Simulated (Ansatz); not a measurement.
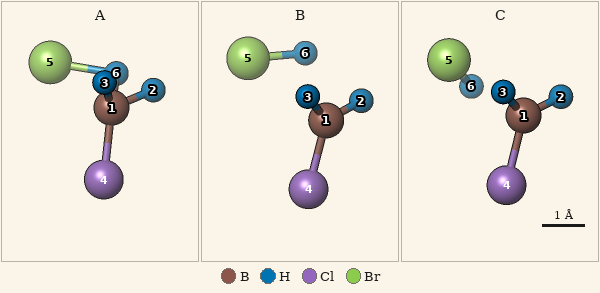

3 geometries from a converged minimum-energy path of BH3BrCl, made up at the start of BH$_{2}$Cl and HBr, shuffled. The picture is a ball-and-stick view, seen from a free direction.

Theory: RKS PBE-D4/def2-SVP in Ansatz. Set-up: 7 movable images; climbing image; force threshold 0.05 eV/Å; iteration limit 60; starting path through a guess of the saddle point.

Which of them lies highest in energy?

A. In order along the path, whose images run from 0 to 8: C (image 0, 0.0 kcal/mol), B (image 2, +0.9 kcal/mol), A (image 4, +6.3 kcal/mol). Breaking: B1–H2 (1.21 → 1.28 at the top → 3.21 Å), Br5–H6 (1.44 → 1.64 at the top → 3.66 Å). Forming: B1–Br5 (2.82 → 2.35 at the top → 1.91 Å), H2–H6 (3.10 → 1.16 at the top → 0.77 Å).

Limits of the set-up: the start holds two separate molecules, 2.8 Å apart at their closest, whose relative position is a soft coordinate.
